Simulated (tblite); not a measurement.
# C₅H₁₁N (charge +1): geometry relaxation (part 4 of 4)

Continued. System: C₅H₁₁N, charge +1, multiplicity 2. Method: GFN2-xTB geometry optimisation, gas phase (tblite 0.8.0). It belongs to a series of runs on one base structure; here: electron removed.

Geometry of the input (Å):
```
C  2.2607  0.1372  0.0305
C  1.0871  -0.7795  0.3573
C  -0.2019  -0.2160  -0.1670
C  -0.8268  1.0069  0.5610
C  -2.1613  0.2603  0.3800
N  -1.3944  -0.9991  0.2831
H  2.1176  1.1286  0.4848
H  3.1991  -0.2761  0.4037
H  2.3452  0.2785  -1.0497
H  1.0412  -0.9259  1.4581
H  1.2778  -1.7693  -0.0814
H  -0.1963  -0.0859  -1.2602
H  -0.7390  1.9683  0.0800
H  -0.5210  1.1017  1.6162
H  -2.6886  0.5315  -0.5518
H  -2.8634  0.3174  1.2220
H  -1.7429  -1.6666  -0.3899
```

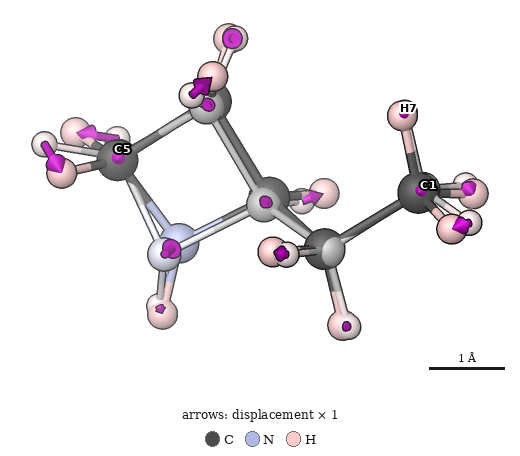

Fig. 1: Start (faint) and end (solid) with the displacements as pink arrows, at true length (ball-and-stick view, seen at a tilt). The two geometries are laid on each other by the best rigid fit. The atom that moves furthest after the best rigid fit is H16 (0.69 Å). By element the largest moves are H 0.69 Å, N 0.50 Å, C 0.21 Å. Distances before and after: C3–N6 1.496 → 1.409 Å, C5–N6 1.478 → 1.414 Å, C2–C3 1.501 → 1.558 Å, C2–H10 1.111 → 1.091 Å. Among the angles that change: C3–N6–H17 114.9° → 131.9°, C2–C3–H12 112.8° → 105.5°, C3–N6–C5 89.3° → 96.0°. After 69 geometry steps the energy has fallen by 67.6 kJ/mol. The largest force component goes from 2.3 to 0.008 eV/Å. (Atoms are counted from 1 in the order of the input.)
